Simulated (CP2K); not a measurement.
# doublet SF3: levels of theory compared

Aim: a comparison of 3 runs (PM3, GFN1-xTB, PM6) of doublet SF3. 

The calculation is run with CP2K 2026.2.

3 further runs of the same task are left out: 3 that didn't finish.

## 1. Starting point

SF3 has 4 atoms, charge 0, and is taken as a doublet. As SMILES of the parent species, `F[S+](F)F`. The shape is that of a PBE0-D4/def2-TZVP optimisation. That shape belongs to the parent species and isn't relaxed for this state.

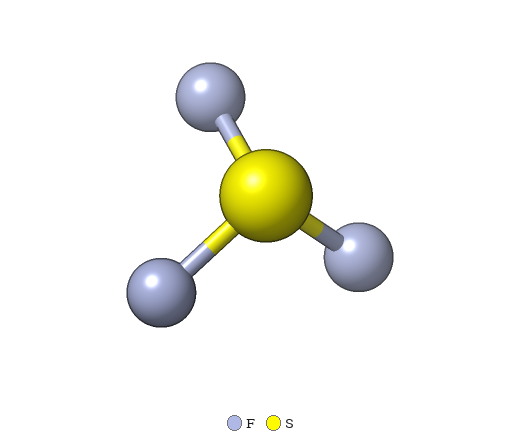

The structure, seen from a chosen angle (fluorine light blue, sulfur yellow).

## 2. The energy at PM3 (run 1)

gas.inp reads:

```
&GLOBAL
  PROJECT gas
  RUN_TYPE ENERGY
  PRINT_LEVEL MEDIUM
&END

&FORCE_EVAL
  METHOD Quickstep
  &DFT
    CHARGE 0
    MULTIPLICITY 2
    LSD T
    &QS
      METHOD PM3
      EPS_DEFAULT 1.0E-10
      &SE
        &COULOMB
          CUTOFF [angstrom] 50
          RC_RANGE [angstrom] 0
        &END
        &EXCHANGE
          CUTOFF [angstrom] 50
          RC_RANGE [angstrom] 0
        &END
      &END
    &END
    &POISSON
      PERIODIC NONE
      POISSON_SOLVER ANALYTIC
    &END
    &SCF
      SCF_GUESS ATOMIC
      EPS_SCF 1.0E-07
      MAX_SCF 30
      &OT ON
        MINIMIZER CG
        PRECONDITIONER FULL_ALL
      &END
      &OUTER_SCF
        EPS_SCF 1.0E-07
        MAX_SCF 10
      &END
    &END
    &PRINT
      &MOMENTS
        PERIODIC F
        REFERENCE COM
        MAX_MOMENT 1
      &END
      &MO_CUBES
        NLUMO 3
        NHOMO -1
        WRITE_CUBE F
      &END
      &HIRSHFELD OFF
      &END
    &END
  &END
  &SUBSYS
    &CELL
      ABC [angstrom] 17.2 18.3 17.8
      PERIODIC NONE
    &END
    &COORD
      F      0.623020     0.191030     1.167760
      S      0.432770    -0.058560    -0.301740
      F     -0.545420    -1.197460    -0.238600
      F     -0.510370     1.064990    -0.627420
    &END
    &TOPOLOGY
      &CENTER_COORDINATES
      &END
    &END
  &END
&END
```

On the command line:

```
OMP_NUM_THREADS=1 cp2k.psmp -i gas.inp -o gas.out
```

What it wrote:

```text
CP2K| version string:                                       CP2K version 2026.2
[...]
 GLOBAL| Method name                                                        CP2K
[...]
 GLOBAL| Run type                                                         ENERGY
[...]
                             - Atoms:                                          4
[...]
                             - Spherical basis functions:                     16
[...]
 Number of electrons:                                                         14
[...]
     1 OT CG       0.15E+00    0.0     0.13868854       -53.5661325879 -5.36E+01
[...]
    26 OT CG       0.10E+01    0.0     0.00000009       -55.3626061356 -1.56E-11
  *** SCF run converged in    26 steps ***
  Core-core repulsion energy [eV]:                           1672.27061087093989
  Core Hamiltonian energy [eV]:                             -2617.08851342732578
  Two-electron integral energy [eV]:                        -1123.35044859796471
  Electronic energy [eV]:                                   -3178.76373772630814
  Total energy [eV]:                                        -1506.49312685536825
  Atomic reference energy [eV]:                              1501.34206638590626
  Heat of formation [kcal/mol]:                              -118.78628575244369
[...]
 SE_DIPOLE| Moment [Debye]         -2.20777665      -0.46990162       1.16493790
 SE_DIPOLE| Derivative [a.u.]       0.00000000       0.00000000       0.00000000
 *** WARNING in qs_scf_post_se.F:140 :: Printing of MO cube files not ***
 *** implemented for Semi-Empirical method.                           ***
 ENERGY| Total FORCE_EVAL ( QS ) energy [hartree]            -55.362606135608004
[...]
```

Wall time 1.9 s (1 thread of Arm Neoverse V1, shared host).

## 3. The energy at GFN1-xTB (run 2)

molecule.xyz reads:

```xyz
4

F      0.623020     0.191030     1.167760
S      0.432770    -0.058560    -0.301740
F     -0.545420    -1.197460    -0.238600
F     -0.510370     1.064990    -0.627420
```

molecule.inp reads:

```
&GLOBAL
  PROJECT molecule
  RUN_TYPE ENERGY
  PRINT_LEVEL MEDIUM
&END GLOBAL

&FORCE_EVAL
  METHOD QUICKSTEP
  &DFT
    MULTIPLICITY 2
    UNRESTRICTED_KOHN_SHAM T
    ! Quickstep
    &QS
      METHOD XTB
      EPS_DEFAULT 1.0E-10
      &XTB
        GFN_TYPE 1
        CHECK_ATOMIC_CHARGES F
      &END XTB
    &END QS
    &POISSON
      PERIODIC NONE
      POISSON_SOLVER ANALYTIC
    &END POISSON
    ! SCF settings
    &SCF
      SCF_GUESS ATOMIC
      EPS_SCF 1.0E-06
      MAX_SCF 50
      &OT
        MINIMIZER DIIS
        PRECONDITIONER FULL_ALL
      &END OT
      &OUTER_SCF
        EPS_SCF 1.0E-06
        MAX_SCF 5
      &END OUTER_SCF
    &END SCF
    &PRINT
      &MOMENTS
        PERIODIC F
        REFERENCE COM
        MAX_MOMENT 1
      &END MOMENTS
      &MO_CUBES
        NLUMO 5
        NHOMO -1
        WRITE_CUBE F
      &END MO_CUBES
      &HIRSHFELD OFF
      &END HIRSHFELD
    &END PRINT
  &END DFT
  &SUBSYS
    &CELL
      ABC 11.2 12.3 11.8
      PERIODIC NONE
    &END CELL
    &TOPOLOGY
      COORD_FILE_NAME molecule.xyz
      COORD_FILE_FORMAT XYZ
      &CENTER_COORDINATES
      &END CENTER_COORDINATES
    &END TOPOLOGY
  &END SUBSYS
&END FORCE_EVAL
```

On the command line:

```
OMP_NUM_THREADS=1 cp2k.psmp -i molecule.inp -o molecule.out
```

What it wrote:

```text
CP2K| version string:                                       CP2K version 2026.2
[...]
 GLOBAL| Method name                                                        CP2K
[...]
 GLOBAL| Run type                                                         ENERGY
[...]
                             - Atoms:                                          4
[...]
                             - Spherical basis functions:                     21
[...]
 Number of electrons:                                                         14
[...]
     1 OT DIIS     0.15E+00    0.0     0.15327901       -18.6885536818 -1.87E+01
[...]
    21 OT DIIS     0.15E+00    0.0     0.00000098       -18.9272527892 -8.44E-11
  *** SCF run converged in    21 steps ***
[...]
 TB_DIPOLE| Moment [Debye]          1.11415408      -0.08804702      -0.87762919
 TB_DIPOLE| Derivative [a.u.]       0.00000000       0.00000000       0.00000000
[...]
 ENERGY| Total FORCE_EVAL ( QS ) energy [hartree]            -18.927252789160555
[...]
```

It took 0.74 s on 1 thread of Arm Neoverse V1, shared host.

## 4. The energy at PM6 (run 3)

molecule.pdb reads:

```
HETATM    1 F    MOL A   1       0.623   0.191   1.168  1.00  0.00           F
HETATM    2 S    MOL A   1       0.433  -0.059  -0.302  1.00  0.00           S
HETATM    3 F    MOL A   1      -0.545  -1.197  -0.239  1.00  0.00           F
HETATM    4 F    MOL A   1      -0.510   1.065  -0.627  1.00  0.00           F
END
```

calc.inp reads:

```
&FORCE_EVAL
  METHOD QUICKSTEP
  &DFT
    MULTIPLICITY 2
    UNRESTRICTED_KOHN_SHAM T
    &QS
      METHOD PM6
      EPS_DEFAULT 1.0E-10
      &SE
        &COULOMB
          CUTOFF [angstrom] 50
          RC_RANGE [angstrom] 0
        &END
        &EXCHANGE
          CUTOFF [angstrom] 50
          RC_RANGE [angstrom] 0
        &END
      &END
    &END
    &POISSON
      PERIODIC NONE
      POISSON_SOLVER ANALYTIC
    &END
    # self-consistent field
    &SCF
      SCF_GUESS ATOMIC
      EPS_SCF 1.0E-07
      MAX_SCF 150
      &DIAGONALIZATION
        ALGORITHM STANDARD
      &END
      &MIXING
        METHOD DIRECT_P_MIXING
        ALPHA 0.4
      &END
    &END
    # extra output
    &PRINT
      &MOMENTS
        PERIODIC F
        REFERENCE COM
        MAX_MOMENT 1
      &END
      &MO ON
        ENERGIES T
        OCCUPATION_NUMBERS T
        NDIGITS 6
        &EACH
          QS_SCF 0
        &END
        ADD_LAST NUMERIC
      &END
      &HIRSHFELD OFF
      &END
    &END
  &END
  # structure
  &SUBSYS
    &CELL
      ABC 11.2 12.3 11.8
      PERIODIC NONE
    &END
    &TOPOLOGY
      COORD_FILE_NAME molecule.pdb
      COORD_FILE_FORMAT PDB
      CONN_FILE_FORMAT OFF
      &CENTER_COORDINATES
      &END
    &END
  &END
&END

&GLOBAL
  PROJECT calc
  RUN_TYPE ENERGY
  PRINT_LEVEL MEDIUM
&END
```

On the command line:

```
OMP_NUM_THREADS=1 cp2k.psmp calc.inp > calc.out
```

What it wrote:

```text
CP2K| version string:                                       CP2K version 2026.2
[...]
 GLOBAL| Method name                                                        CP2K
[...]
 GLOBAL| Run type                                                         ENERGY
[...]
                             - Atoms:                                          4
[...]
                             - Spherical basis functions:                     21
[...]
 Number of electrons:                                                         14
[...]
     1 P_Mix/Diag. 0.40E+00    0.0     0.59004767       -55.3392650856 -5.53E+01
[...]
    97 DIIS/Diag.  0.40E-08    0.0     0.00000001       -58.2645012316  4.19E-09
  *** SCF run converged in    97 steps ***
  Core-core repulsion energy [eV]:                           1740.67716149467742
  Core Hamiltonian energy [eV]:                             -2670.43157502490658
  Two-electron integral energy [eV]:                        -1311.40658938495199
  Electronic energy [eV]:                                   -3326.13486971738303
  Total energy [eV]:                                        -1585.45770822270515
  Atomic reference energy [eV]:                              1581.55259138590691
  Heat of formation [kcal/mol]:                               -90.05414073911143
[...]
 SE_DIPOLE| Moment [Debye]         -2.56786097       0.35535801       1.79652412
 SE_DIPOLE| Derivative [a.u.]       0.00000000       0.00000000       0.00000000
 ENERGY| Total FORCE_EVAL ( QS ) energy [hartree]            -58.264501231557389
[...]
```

It took 0.44 s on 1 thread of Arm Neoverse V1, shared host.

## 5. All runs side by side

```csv
run,level,SCF convergence threshold,iteration cap,energy (Eh),dipole moment (D),heat of formation (kcal/mol),wall time
1,PM3,1e-07,30,-55.362606,2.54,-118.8,1.9 s
2,GFN1-xTB,1e-06,50,-18.927253,1.42,–,0.74 s
3,PM6,1e-07,150,-58.264501,3.15,-90.1,0.44 s
```

## 6. Outcome

```
                                 quantity           value
                      run 3: total energy    -58.26450 Eh
                     run 3: dipole moment          3.15 D
run 3: HOMO energy (highest over α and β)        -7.30 eV
                 run 3: heat of formation  -90.1 kcal/mol
```

In words: The dipole moment (its size) runs from 1.42 D (GFN1-xTB) to 3.15 D (PM6). Some of these are taken from atomic charges alone. Force-field and semi-empirical energies have zeros of their own, so their totals don't compare. All runs together took 3 s, the longest 1.9 s.
